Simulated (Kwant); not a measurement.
System: In0.53Ga0.47As/InP stack with 1 barrier. One parabolic valley. Leads of mass 0.041 mₑ with the band edge at 0; grid 0.1 nm; bias swept from 0.01 to 0.44931 V, dropping linearly over the stack. Emitter Fermi level 0.037 eV, 77 K, equal in the collector.

```
layer  thickness (nm)  band offset (eV)  mass (mₑ)
-----  --------------  ----------------  ---------
1                 2.9              0.25       0.08
```

Constants are typed, rounded textbook-type inputs, not results; the design itself was drawn at random and stands for no fabricated device.

Kwant, one-band effective-mass tight-binding model in one dimension, coherent, no space charge, current by the Tsu-Esaki formula.

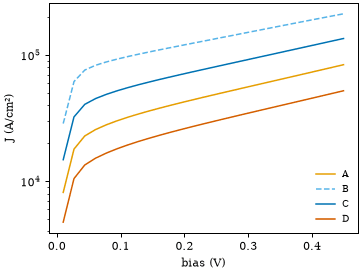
Figure. J (A/cm²) of 4 runs

```csv
bias (V),A,B,C,D
0.01000,8160,28700,14800,4740
0.02690,18000,61700,32400,10500
0.06069,25700,83100,45300,15200
0.07759,28000,88400,48900,16700
0.1114,32200,97500,55300,19400
0.1283,34200,102000,58300,20700
0.1621,38100,111000,64400,23300
0.1790,40100,115000,67400,24500
0.2128,44200,124000,73800,27200
0.2297,46400,129000,77100,28500
0.2635,50900,140000,84100,31400
0.2803,53200,145000,87800,32900
0.3141,58300,157000,95800,36100
0.3310,61000,163000,100000,37800
0.3648,66800,176000,109000,41400
0.3817,70000,183000,114000,43400
0.4155,76700,197000,124000,47600
0.4493,84000,213000,136000,52200
```

**Question.** Column A is the base. The others each differ by one change: height of the first barrier 0.25 → 0.15 eV; height of the first barrier 0.25 → 0.2 eV; height of the first barrier 0.25 → 0.3 eV. Which is which?

**Answer.** B: height of the first barrier 0.25 → 0.15 eV; C: height of the first barrier 0.25 → 0.2 eV; D: height of the first barrier 0.25 → 0.3 eV.
